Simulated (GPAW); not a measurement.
# What relaxation does to the transmission of 10 junctions

A junction put together from bond lengths is quick to compute. How far is its transmission from that of the relaxed structure, and is geometry or basis the larger error?

How it was computed: Relaxation in the dzp basis, within the symmetry of the start (GPAW, PBE, forces under 0.05 eV/Å; an orbital basis tends to overbind), lead ends held. Transmission: GPAW 26.7.0 in a basis of numerical atomic orbitals with PAW setups; lead and junction are solved self-consistently in repeated cells 9 Å or more across, their Hamiltonian and overlap matrices go into Green's functions with semi-infinite leads (ASE), and T is the Landauer transmission at zero bias, at the junction cell's Fermi level, for one spin or as the mean of both where a run is spin-polarised.

Results:

```tsv
junction	largest move (Å)	T as built, dzp	T relaxed, dzp	T relaxed, sz
Pb chain with a Si atom on top of one atom	1.14	2.48	0.988	0.974
Ru chain with CO on top of one atom	0.97	3.97	2.93	2.86
Li chain with an Au atom bridging one bond	0.27	0.0849	0.165	0.38
Pb chain with one O atom in line	0.11	1.53	1.47	1.85
1,4-phenylene between two Pd chains	0.09	1.1	1.3	1
Na chain with one Se atom in line	0.08	0.118	0.109	0.105
Pt chain with CO on top of one atom	0.07	2.89	2.84	2.75
BN in line between two Al chains	0.06	1.35	1.24	1.35
In chain with two P atoms in line	0.03	2.05	2.18	2.17
Ag chain with one P atom in line	0.00	0.588	0.588	0.566
```

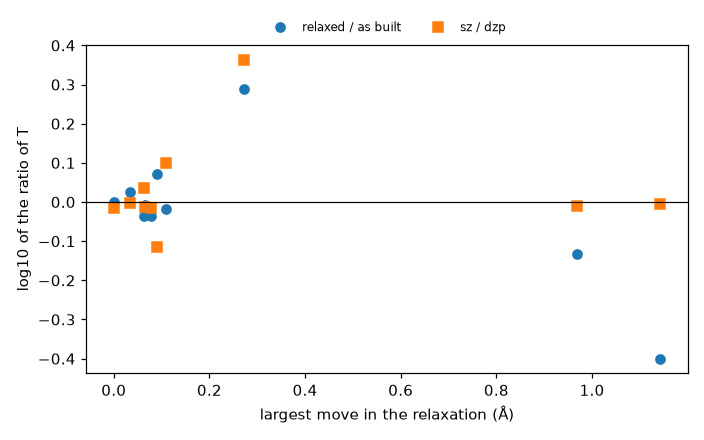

Change of T by relaxation and by the smaller basis.

**Reading.** Relaxation raises T in 3 junctions, lowers it in 4 and leaves it within 5 % in 3. The largest change as a ratio is for Pb chain with a Si atom on top of one atom, from 2.48 to 0.988. Moves over 0.6 Å, in 2 junctions, go beyond an adjustment of bond lengths: chain atoms buckled, a molecule turned or bonds were remade. In 4 of 10 cases the geometry matters more than the step from dzp to the minimal basis. The link between the largest move and the size of the change (r = 0.77) is weak or rests on one or two junctions.

What the numbers leave out: The cell length was held, so a junction may stay under tension or compression; the symmetry of the start was kept, and lower structures may exist. An evenly spaced straight chain is an idealisation of an electrode: free chains dimerise or zigzag, and their density of states has sharper edges than a bulk metal's. No run was spin-polarised, so magnetic states weren't tested. Spin-orbit coupling is left out, which matters for the heavier atoms here. Junctions whose dzp lead is shut at the Fermi level or whose end layer misses the lead by over 0.25 eV were left out, as were moves over 1.5 Å.

[Logs are printed without paths, hosts, clocks, repeated set-up lines and the standing remarks that a program may print on its own settings, such as how far it seeks lower states.]
